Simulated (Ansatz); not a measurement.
# Si2N2H8 (SMILES N[SiH2][SiH2]N) at PBE0/6-31G(d) (spherical functions)

Aim: the electronic atomisation energy of Si2N2H8 at PBE0/6-31G* (spherical functions), from 4 runs. 

The results are computed with Ansatz 0.2.0.

41 further runs of the same task are left out: 41 set aside as unsound or not needed. Runs told in other sessions of the task aren't counted.

## 1. The molecule

Si2N2H8 has 12 atoms, charge 0, and is taken as a singlet. SMILES: `N[SiH2][SiH2]N`. The coordinates come from a PBE0-D4/def2-TZVP relaxation. This is one conformer, not always the lowest.

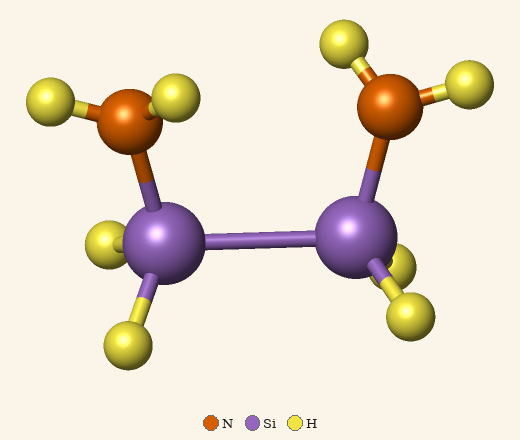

The structure, seen from a chosen angle (nitrogen orange, silicon purple, hydrogen yellow).

## 2. A single-point energy at PBE0/6-31G(d) (spherical functions)

File run.yaml:

```yaml
crystal:
  periodic: [false, false, false]
  atoms:
    - {symbol: N, position_ang: [-1.097900, 1.361200, -0.600700]}
    - {symbol: Si, position_ang: [0.237500, 1.274800, 0.494900]}
    - {symbol: Si, position_ang: [0.906400, -0.977600, 0.422600]}
    - {symbol: "N", position_ang: [-0.305600, -1.754400, -0.535700]}
    - {symbol: H, position_ang: [-1.011200, 0.880200, -1.483000]}
    - {symbol: H, position_ang: [-1.608700, 2.223300, -0.711100]}
    - {symbol: H, position_ang: [1.390800, 2.179400, 0.189700]}
    - {symbol: H, position_ang: [-0.252100, 1.681300, 1.841800]}
    - {symbol: H, position_ang: [1.090200, -1.519500, 1.806200]}
    - {symbol: H, position_ang: [2.216100, -1.161900, -0.262900]}
    - {symbol: H, position_ang: [-1.268400, -1.510600, -0.360100]}
    - {symbol: H, position_ang: [-0.219800, -2.731700, -0.767700]}
basis:
  gaussian:
    orbitals: 6-31G_st_-spherical.json
magnetization:
  spin_polarized: false
output: {orbitals: {seedname: orbitals}}
accuracy: high
hamiltonian:
  xc: pbe0
```

The basis set 6-31G* is read from a file made from the Basis Set Exchange's data (not shown).

Command:

```bash
$ ansatz run run.yaml --threads 1 --pin off --max-ram 2610MiB --events-out events.jsonl --progress --plain --runs-dir runs
```

The program printed:

```text
Warning: RAYON_NUM_THREADS=1 ignored (pool sized by the plan → 1); use --threads N
Functional definition: PBE0
  name "PBE0"
  parameter a = 0.25
  parameter kappa = 0.804
  parameter beta = 0.06672455060314922
  exchange = (1 - a)*pbe_x(kappa = kappa, mu = beta*pi^2/3) + a*exact_x
  correlation = pbe_c(beta = beta)
1921 factors; integrals over basis functions are off by at most 3.9e-9 eV
mean field evaluation 1: about -18846.0111 eV, gradient 6.7e1 eV
mean field evaluation 2: about -18834.5105 eV, gradient 9.4e1 eV
mean field evaluation 4: about -18854.7870 eV, gradient 1.4e0 eV
mean field evaluation 8: about -18855.0855 eV, gradient 3.4e-2 eV
mean field evaluation 16: about -18855.0855 eV, gradient 1.7e-6 eV
mean field -18855.08547194 eV, -692.9116106577 hartree, gradient 2.2e-8 eV, S^2 0.000000; 0 other end points of the search recorded, 0 dependent functions left out
reference -18855.08547494 eV, -692.9116107681 hartree; 25, 25 occupied and 55, 55 virtual orbitals, 1921 factors
Total energy: -18855.08547494 eV, -692.9116107681 hartree
```

Wall time 5.1 s (1 thread of Intel Xeon 6975P-C (Granite Rapids), shared host); peak memory 0.29 GiB.

## 3. The H atom, same level

File job.yaml:

```yaml
basis:
  gaussian:
    orbitals: "6-31G*"
crystal:
  periodic: [false, false, false]
  atoms:
    - symbol: H
      position_ang: [0.000000, 0.000000, 0.000000]
magnetization:
  spin_polarized: true
  initial_magnetization: 1
hamiltonian:
  xc: pbe0
accuracy: high
```

Run the same way, it converges to -0.49911 Eh (log not shown).

## 4. The N atom at the same level

File job.yaml:

```yaml
crystal:
  periodic: [false, false, false]
  atoms:
    - symbol: N
      position_ang: [0.000000, 0.000000, 0.000000]
basis:
  gaussian: {orbitals: 6-31G_st_-spherical.json}
total_charge: 0
magnetization: {spin_polarized: true, initial_magnetization: 3}
hamiltonian: {xc: pbe0}
accuracy: high
```

The basis set 6-31G* is read from a file made from the Basis Set Exchange's data (not shown).

Run the same way, it converges to -54.52448 Eh (log not shown).

## 5. The Si atom, same level

File job.yaml:

```yaml
crystal:
  periodic: [false, false, false]
  atoms:
    - {symbol: Si, position_ang: [0.000000, 0.000000, 0.000000]}
basis:
  gaussian: {orbitals: 6-31G_st_-spherical.json}
magnetization: {spin_polarized: true, initial_magnetization: 2}
hamiltonian: {xc: pbe0}
accuracy: high
```

The basis set 6-31G* is read from a file made from the Basis Set Exchange's data (not shown).

Command:

```bash
$ ansatz run job.yaml --threads 1 --pin off --max-ram 2610MiB --events-out events.jsonl --progress --plain --runs-dir runs
```

The program printed:

```text
Warning: RAYON_NUM_THREADS=1 ignored (pool sized by the plan → 1); use --threads N
Functional definition: PBE0
  name "PBE0"
  parameter a = 0.25
  parameter kappa = 0.804
  parameter beta = 0.06672455060314922
  exchange = (1 - a)*pbe_x(kappa = kappa, mu = beta*pi^2/3) + a*exact_x
  correlation = pbe_c(beta = beta)
141 factors; integrals over basis functions are off by at most 2.6e-9 eV
mean field evaluation 1: about -7870.2521 eV, gradient 2.2e0 eV
mean field evaluation 2: about -7870.3034 eV, gradient 5.0e-1 eV
mean field evaluation 4: about -7870.3071 eV, gradient 1.2e-1 eV
mean field evaluation 8: about -7870.3072 eV, gradient 1.2e-4 eV
mean field -7870.30717420 eV, -289.2284539662 hartree, gradient 8.1e-8 eV, S^2 2.002479; 0 other end points of the search recorded, 0 dependent functions left out
reference -7870.30717567 eV, -289.2284540200 hartree; 8, 6 occupied and 10, 12 virtual orbitals, 141 factors
Total energy: -7870.30717567 eV, -289.2284540200 hartree
```

Run time: 0.3 s. Hardware: 1 thread of Intel Xeon 6975P-C (Granite Rapids), shared host.

## 6. Summary of results

At PBE0/6-31G* (spherical functions):

| quantity | value |
| --- | --- |
| molecule: total energy | -692.91161 Eh |
| molecule: HOMO energy | -6.92 eV |
| molecule: LUMO energy | 0.20 eV |
| molecule: HOMO–LUMO gap | 7.12 eV |
| H atom: total energy | -0.49911 Eh |
| H atom: ⟨S²⟩ | 0.750 |
| N atom: total energy | -54.52448 Eh |
| N atom: ⟨S²⟩ | 3.752 |
| Si atom: total energy | -289.22845 Eh |
| Si atom: ⟨S²⟩ | 2.002 |
| electronic atomisation energy | 38.446 eV |

**Reading.** Taking the molecule apart into free atoms costs 38.45 eV (3709 kJ/mol), before zero-point energy and without spin-orbit coupling.
